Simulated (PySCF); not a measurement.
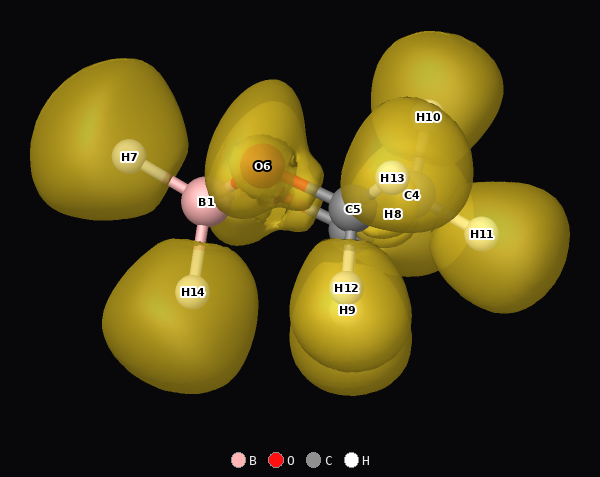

C₃H₈BO₂ (SMILES [BH2-]1OCCCO1) (charge −1). Isosurface of the electron localisation function at 0.75 (yellow), seen from one side. Core shells and regions of very low density are left out.

Geometry: PBE0-D3(BJ)/ma-def2-SVP.

The calculation used DFT single point, gas phase, functional wB97X in PySCF 2.14.0, density-fitted response routines.

```xyz
14

B    -1.2594    1.2528    0.2184
O     0.0915    1.7047   -0.2217
C     0.8045    0.7064   -0.8503
C     0.9359   -0.5392    0.0282
C    -0.4537   -0.9778    0.4932
O    -1.1411    0.0538    1.0960
H    -1.8123    2.1677    0.8478
H     1.8123    1.0842   -1.1256
H     0.3078    0.3985   -1.8053
H     1.5506   -0.2933    0.9124
H     1.4407   -1.3563   -0.5238
H    -1.0073   -1.3605   -0.4016
H    -0.3658   -1.8309    1.1994
H    -1.9235    0.9231   -0.8161
```

### Describe the localisation domains.

The surface consists of two regions between bonded C–C atoms (shared pairs), eight regions around hydrogen nuclei and two regions on O in which the atom's valence shell and bonds are merged. Profiles from the grid: C–O (1.38 Å): the ELF peaks at about 0.90 between the atoms, as expected for a shared but strongly polarised pair. B–O (1.49 Å): the ELF peaks at about 0.90 between the atoms, as expected for a shared but strongly polarised pair.
